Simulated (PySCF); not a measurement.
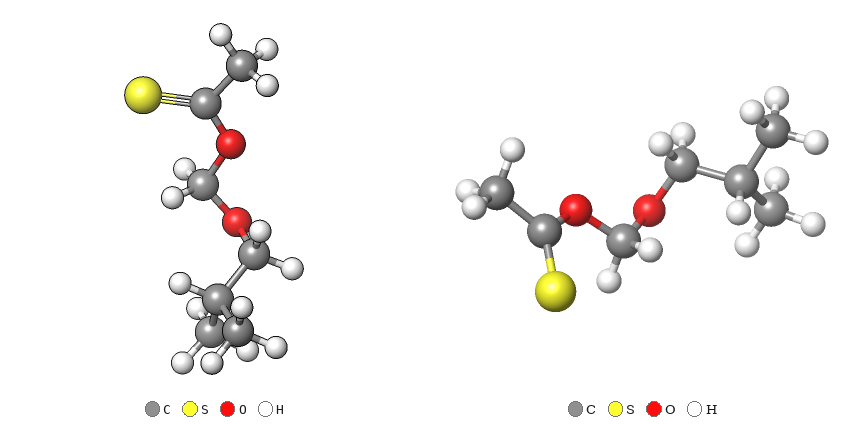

The same structure drawn twice, from different directions.

Computed geometry: PBE0-D3(BJ)/def2-SVP optimisation. No frequency run is at hand to confirm it as a minimum.

Give the formula.

C₇H₁₄O₂S, 24 atoms: 7 carbon, 14 hydrogen, 2 oxygen and 1 sulfur.

Count the bonded pairs by element.

14 C–H, 4 C–C, 4 C–O, 1 C–S.

The parts below concern this one geometry. Atoms keep their numbers from picture to picture.

Symmetry

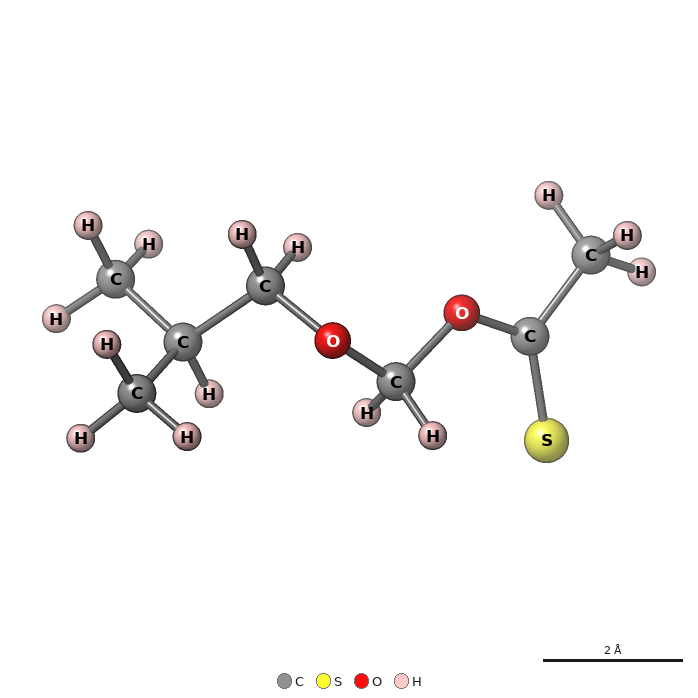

Atoms fade into the background with distance from the viewer. No frequency run is at hand to confirm it as a minimum. Masses are those of the most abundant isotopes; constants are for the rigid equilibrium geometry.

Classify the rotor and give the rotational constants (MHz).

An asymmetric top (C1): A = 2269, B = 444, C = 429 MHz. Ray's parameter κ is −0.98, close to the prolate limit.

Electronic properties

No frequency run is at hand to confirm it as a minimum. Properties computed with PBE0/pcSseg-1 in acetonitrile (IEF-PCM) (PySCF 2.14.0).

Computed properties:

- dipole moment: 3.40 D
- HOMO energy (Kohn–Sham orbital): −6.77 eV
- LUMO energy (Kohn–Sham orbital): −1.39 eV
- HOMO–LUMO gap: 5.38 eV

NMR shielding

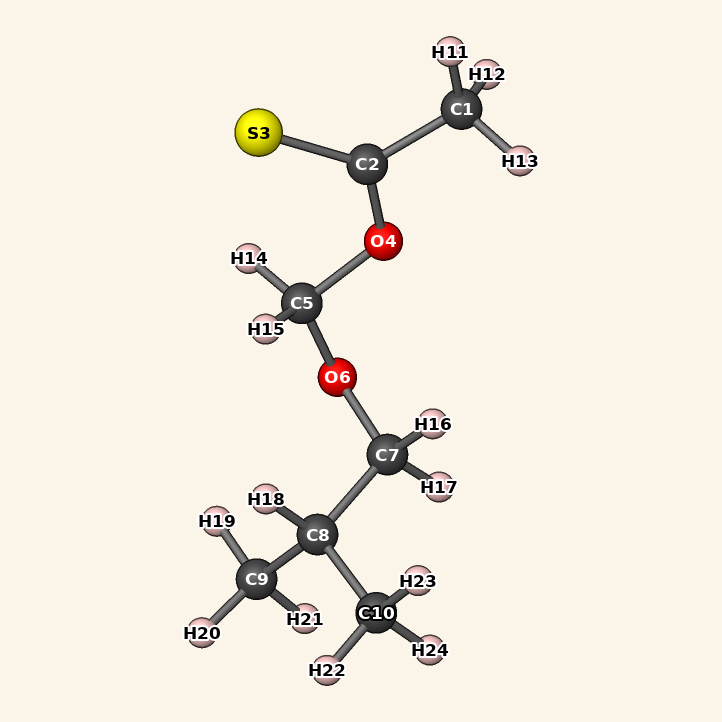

The questions are on isotropic NMR shieldings of the H atoms. No frequency run is at hand to confirm it as a minimum. Properties computed with GIAO PBE0/pcSseg-1 NMR shielding, non-relativistic, IEF-PCM chloroform (PySCF 2.14.0).

Which H atom is the most shielded (lowest chemical shift)?

H21 (30.78 ppm).

Which H atom is the least shielded (highest chemical shift)?

H15 (25.89 ppm).

How wide is the range of H shifts?

4.89 ppm.

Give the isotropic NMR shieldings of the H atoms atom by atom.

```
atom  σ (ppm)
 H11    28.69
 H12    28.41
 H13    28.52
 H14    25.97
 H15    25.89
 H16    27.70
 H17    28.15
 H18    29.46
 H19    29.69
 H20    30.28
 H21    30.78
 H22    30.17
 H23    30.44
 H24    30.76
```

Quadrupole coupling

No frequency run is at hand to confirm it as a minimum. Electric field gradients from the ground-state density, PBE0/pcSseg-1 in acetonitrile (IEF-PCM) (PySCF 2.14.0), non-relativistic apart from any core potentials.

Give the largest field-gradient component, the quadrupole coupling constant and the asymmetry for 33S at S3 (Q = −67.81 mb), 17O at O4 (Q = −25.6 mb), 17O at O6 (Q = −25.6 mb), 2H at H11 (Q = 2.86 mb), 2H at H12 (Q = 2.86 mb), 2H at H13 (Q = 2.86 mb), 2H at H14 (Q = 2.86 mb).

| atom | V_zz (a.u.) | e²qQ/h (MHz) | η |
| --- | --- | --- | --- |
| S3 | −2.422 | 38.6 | 0.39 |
| O4 | 1.551 | −9.33 | 0.26 |
| O6 | 1.940 | −11.67 | 0.81 |
| H11 | 0.295 | 0.198 | 0.03 |
| H12 | 0.286 | 0.192 | 0.04 |
| H13 | 0.286 | 0.192 | 0.05 |
| H14 | 0.271 | 0.182 | 0.07 |
